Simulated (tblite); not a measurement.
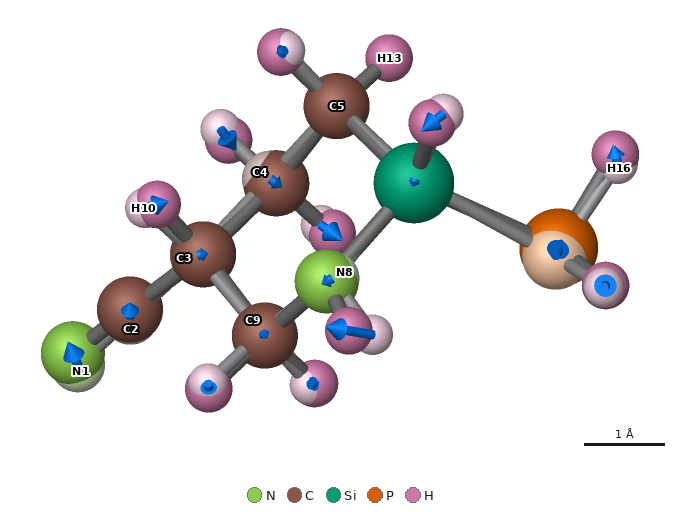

A relaxation of C₅H₁₁N₂PSi. The starting structure is drawn faded, the final one solid; blue arrows show the displacements, 2 times their true length. The two geometries are superimposed by the best rigid fit.

The picture is a ball-and-stick view, seen at a tilt.

Method: GFN2-xTB geometry optimisation, gas phase (tblite 0.8.0). 

**What did the optimiser do to the structure, and how much energy did it gain?**

An H atom moves most after the best rigid fit: 0.38 Å. By element the largest moves are H 0.38 Å, P 0.20 Å, N 0.20 Å, C 0.13 Å, Si 0.05 Å. Near-neighbour distances that change, for instance: P–Si 2.202 → 2.259 Å, C–C 1.490 → 1.443 Å, C–Si 1.865 → 1.903 Å, H–P 1.416 → 1.384 Å. Among the angles between lasting bonds that change: Si–N–H 110.2° → 118.2°, P–Si–N 106.2° → 112.5°, N–Si–H 109.7° → 103.8°. Over 57 geometry steps the energy falls by 0.288 eV.
